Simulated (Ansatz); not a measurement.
# Single-point calculation of AlHF2

AlHF2, computed with RKS PBE-D4/def2-TZVPP (Ansatz 0.2.0).

The geometry comes from this level: PBE0-D4/def2-TZVP.

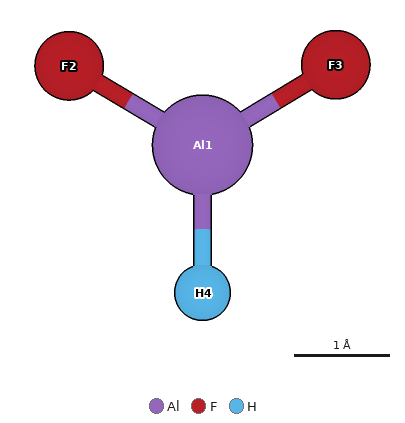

*The structure (ball-and-stick view, seen on its broad side; atoms are numbered from 1 in the order of the input). Sticks mark near contacts.*

Bond lengths as drawn: Al–F 1.64 Å and Al–H 1.56 Å.

### The input
```yaml
crystal:
  periodic: [false, false, false]
  atoms:
    - {symbol: Al, position_ang: [-0.970170, -0.195506, 0.114053]}
    - {symbol: F, position_ang: [-1.021758, -1.438173, -0.953106]}
    - {symbol: F, position_ang: [-0.886272, -0.556446, 1.710421]}
    - {symbol: H, position_ang: [-1.000042, 1.284997, -0.374530]}
basis:
  gaussian: {orbitals: def2-TZVPP}
hamiltonian: {xc: pbe, dispersion: d4}
```

Run on 4 threads of Arm Neoverse V1, 23 GiB of memory available, shared host.

Launch command:
```bash
ansatz run in.yaml --threads 4 --pin off --events-out ev --progress --plain --max-ram 9574MiB
```

### The program's output
```
Functional definition: PBE
  name "PBE"
  cite "Perdew, Burke & Ernzerhof, Phys. Rev. Lett. 77, 3865 (1996) doi:10.1103/PhysRevLett.77.3865"
  parent pbe
  parameter kappa = 0.804
  parameter beta = 0.06672455060314922
  exchange = pbe_x(kappa = kappa, mu = beta*pi^2/3)
  correlation = pbe_c(beta = beta)
640 factors; their error is unknown
mean field evaluation 1: about -12039.7939 eV, gradient 5.8e1 eV
mean field evaluation 2: about -12015.4524 eV, gradient 1.4e2 eV
mean field evaluation 4: about -12044.6108 eV, gradient 2.3e0 eV
mean field evaluation 8: about -12044.6317 eV, gradient 1.4e-2 eV
mean field evaluation 16: about -12044.6264 eV, gradient 2.4e-6 eV
mean field -12044.62644164 eV, -442.6318575892 hartree, gradient 2.4e-6 eV, S^2 0.000000; 0 other end points of the search recorded, 0 dependent functions left out
reference -12044.62647833 eV, -442.6318589375 hartree; 16, 16 occupied and 102, 102 virtual orbitals, 640 factors
Total energy: -12044.66743035 eV, -442.6333638965 hartree
```

### Summary

| quantity | value |
| --- | --- |
| outcome | converged |
| total energy | −12044.6674 eV |
| mean-field energy | −12044.6265 eV |
| dispersion energy | −0.0410 eV |
| SCF solution under orbital rotations | stable |
| peak memory | 0.4 GiB |
